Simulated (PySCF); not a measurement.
System: RbB (charge +1, doublet).

```yaml
atoms:
  - { symbol: Rb, position_ang: [0.0000, 0.0000, -0.4069] }
  - { symbol: B, position_ang: [0.0000, 0.0000, 3.1381] }
```

Level of theory: PySCF, PBE0/jorge-DZP-DKH, spin-free X2C-1e, Gaussian nucleus, at a bond length of 3.545 Å.

### Predict the electron density, electron localisation function and spin density between the atoms.

Rb–B (3.54 Å): ρ is about 0.05 e/Å³ halfway; the ELF peaks at about 1 in the valence shell of B, 1.1 Å from its nucleus, and is about 0.05 at the midpoint.
The unpaired spin (1 electron) lies mostly on B2 (about 0.9) and Rb1 (about 0.1), in electrons by Hirshfeld's partition.

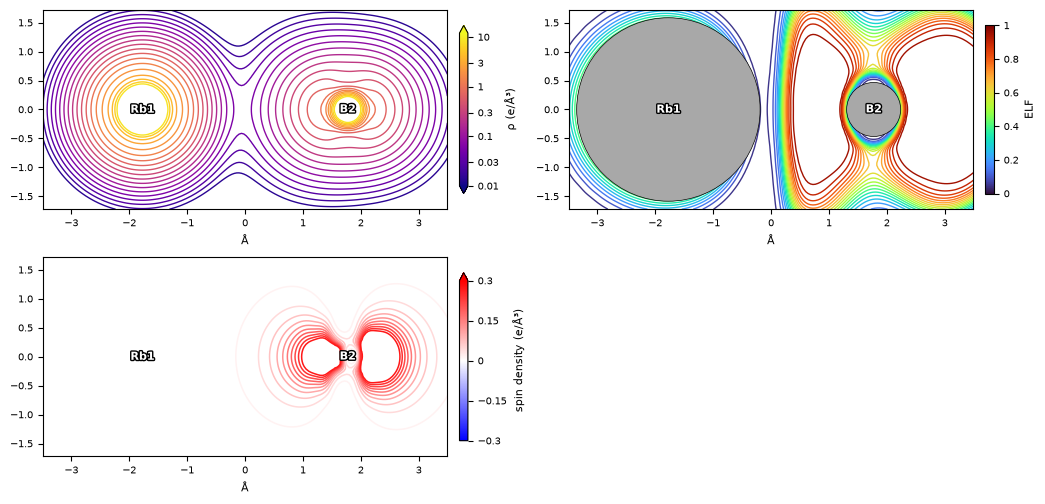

Computed electron density, electron localisation function and spin density on a plane that holds the molecular axis, in this order. Grey discs cover the atomic cores in the ELF map. 
